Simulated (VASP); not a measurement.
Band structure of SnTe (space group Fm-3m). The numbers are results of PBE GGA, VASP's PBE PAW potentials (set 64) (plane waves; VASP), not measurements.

Unless said otherwise, spin-orbit coupling is left out, though it shifts the bands of the heavy elements here.

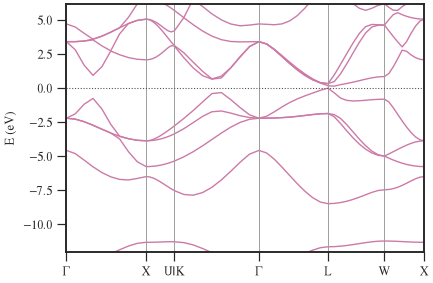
Fig. 1. Bands along high-symmetry lines, zero at the valence-band maximum or, without a gap, the Fermi level

Problem. Read the plot: is there a gap, and where are the band edges?

Solution. The gap is indirect, 0.15 eV, from the valence maximum at L to the conduction minimum at L-W at 0.11.

The structure comes from a computed database's SnTe entry; how it stands against other phases isn't given here. The cell was not relaxed at this level.
